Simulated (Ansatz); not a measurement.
RbCl (rock salt), conventional cell a = b = c = 6.698 Å, α = β = γ = 90.00°. The calculation uses the primitive cell of 2 atoms, to which meshes and values per cell refer.

The volume is varied about the relaxed value V₀ at fixed cell shape. Symmetry pins the atoms to their sites.

These are PBE (plane waves to 420 eV, PAW, scalar-relativistic; Ansatz, an electronic-structure program) values and carry that method's errors. k mesh 9×9×9 (Γ-centred), Fermi-Dirac smearing 0.05 eV. Energies are smeared free energies. RbCl was relaxed with its symmetry unable to fall. ΔE is measured from the relaxed starting cell.

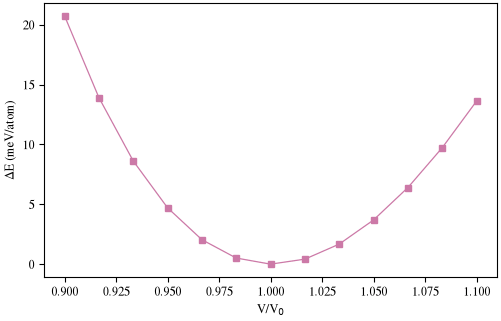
*ΔE (meV/atom) against V/V₀; computed points joined by lines.*

What is ΔE at V/V₀ = 0.900?

About 21 meV/atom.

What is ΔE at V/V₀ = 1.100?

About 14 meV/atom.

What bulk modulus B₀ follows from a third-order Birch-Murnaghan fit?

About 14 GPa.

(Under strain, the slope of the energy per volume gives the stress and its curvature an elastic modulus.)
